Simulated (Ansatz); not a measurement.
# BH3F− (SMILES [H][B-]([H])([H])F) at wB97X/STO-3G

What is the energy change on altering one bond length of BH3F− at wB97X/STO-3G? 

The results are computed with Ansatz 0.2.0.

3 further runs of the same task are left out: 2 that didn't finish, 1 set aside as unsound or not needed.

### Step 1. The molecule

The species is BH3F− (5 atoms), meant as a singlet with charge -1. SMILES: `[H][B-]([H])([H])F`. Geometry: relaxed at GFN2-xTB.

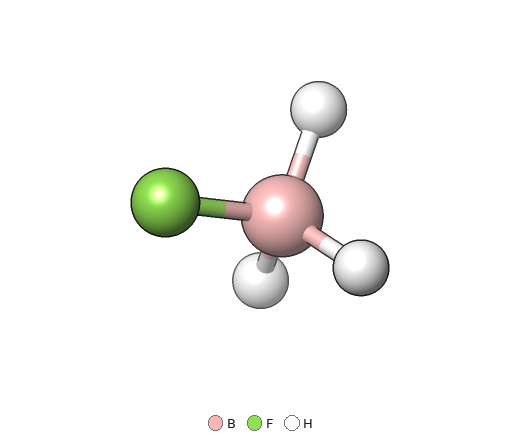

Viewed from a chosen angle; boron pink, fluorine green, hydrogen white.

### Step 2. A single-point energy at wB97X/STO-3G

Contents of in.yaml:

```yaml
crystal:
  periodic: [false, false, false]
  atoms:
    - symbol: B
      position_ang: [-0.000350, 0.000360, -0.057130]
    - symbol: F
      position_ang: [0.012500, -0.020940, 1.389230]
    - symbol: H
      position_ang: [1.160070, 0.011720, -0.454270]
    - symbol: H
      position_ang: [-0.590550, 1.012650, -0.424140]
    - symbol: H
      position_ang: [-0.581670, -1.003790, -0.453700]
basis:
  gaussian:
    orbitals: STO-3G
total_charge: -1
hamiltonian:
  xc: {name: wB97X}
accuracy: high
```

The run is started by

```bash
$ ansatz run in.yaml --threads 1 --pin off --max-ram 2610MiB --events-out events.jsonl --progress --plain --runs-dir runs
```

Standard output:

```text
Warning: RAYON_NUM_THREADS=1 ignored (pool sized by the plan → 1); use --threads N
Functional definition: wB97X
  name "wB97X"
  parameter omega = 0.3/bohr
  parameter cx = 0.157706
  parameter cx1 = 0.726479
  parameter cx2 = 1.04760
  parameter cx3 = -5.70635
  parameter cx4 = 13.2794
  parameter css1 = -4.33879
  parameter css2 = 18.2308
  parameter css3 = -31.7430
  parameter css4 = 17.2901
  parameter cos1 = 2.37031
  parameter cos2 = -11.3995
  parameter cos3 = 6.58405
  parameter cos4 = -3.78132
  exchange = spin_sum(e_x_unif_sr(omega)*poly(b97_u_x, 1 - cx, cx1, cx2, cx3, cx4)) + cx*exact_x_sr(omega)
      + exact_x_lr(omega)
  correlation = spin_sum(e_c_pw_same_spin*poly(b97_u_same, 1, css1, css2, css3, css4))
      + integral(e_c_pw_opposite_spin*poly(b97_u_opposite, 1, cos1, cos2, cos3, cos4))
207 factors; integrals over basis functions are off by at most 2.4e-8 eV
119 factors; integrals over basis functions are off by at most 1.1e-9 eV
mean field evaluation 1: about -3390.5799 eV, gradient 1.4e1 eV
mean field evaluation 2: about -3391.4108 eV, gradient 2.9e0 eV
mean field evaluation 4: about -3391.4424 eV, gradient 7.2e-2 eV
mean field evaluation 8: about -3391.4054 eV, gradient 8.1e-5 eV
mean field -3391.40543460 eV, -124.6318509445 hartree, gradient 2.1e-8 eV, S^2 0.000000; 0 other end points of the search recorded, 0 dependent functions left out
reference -3391.40543324 eV, -124.6318508943 hartree; 9, 9 occupied and 4, 4 virtual orbitals, 207 factors
Total energy: -3391.40543324 eV, -124.6318508943 hartree
```

Wall time 3.3 s (1 thread of Arm Neoverse V1, shared host); peak memory 0.2 GiB.

### Step 3. The distorted shape, same level

Contents of in.yaml:

```yaml
crystal:
  periodic: [false, false, false]
  atoms:
    - {symbol: B, position_ang: [0.144968, 0.251377, 0.042004]}
    - {symbol: F, position_ang: [0.157818, 0.230077, 1.488364]}
    - {symbol: H, position_ang: [1.305388, 0.262737, -0.355136]}
    - {symbol: H, position_ang: [-0.445232, 1.263667, -0.325006]}
    - {symbol: H, position_ang: [-0.581670, -1.003790, -0.453700]}
basis:
  gaussian: {orbitals: STO-3G}
total_charge: -1
hamiltonian: {xc: {name: wB97X}}
accuracy: high
```

The run is started by

```bash
$ ansatz run in.yaml --threads 1 --pin off --max-ram 2610MiB --events-out events.jsonl --progress --plain --runs-dir runs
```

Standard output, shortened:

```text
Warning: RAYON_NUM_THREADS=1 ignored (pool sized by the plan → 1); use --threads N
[... 2 set-up lines as earlier in the session ...]
[...]
      + exact_x_lr(omega)
[...]
      + integral(e_c_pw_opposite_spin*poly(b97_u_opposite, 1, cos1, cos2, cos3, cos4))
207 factors; integrals over basis functions are off by at most 1.1e-8 eV
120 factors; integrals over basis functions are off by at most 1.1e-9 eV
[...]
mean field -3390.54721876 eV, -124.6003120940 hartree, gradient 1.1e-8 eV, S^2 0.000000; 0 other end points of the search recorded, 0 dependent functions left out
reference -3390.54721735 eV, -124.6003120423 hartree; 9, 9 occupied and 4, 4 virtual orbitals, 207 factors
Total energy: -3390.54721735 eV, -124.6003120423 hartree
```

Run time: 3 s. Hardware: 1 thread of Arm Neoverse V1, shared host; peak memory 0.2 GiB.

### Step 4. Results

Level: wB97X/STO-3G.

```
                                                         quantity          value
                                        first shape: total energy  -124.63185 Eh
                                    distorted shape: total energy  -124.60031 Eh
energy change with the B1–H5 bond stretched from 1.226 to 1.533 Å       0.858 eV
```

With the B1–H5 bond stretched from 1.226 to 1.533 Å the energy rises by 0.86 eV (19.8 kcal/mol). The first shape isn't relaxed at this level, so the change isn't measured from a minimum. The minimal basis adds a large error of its own.
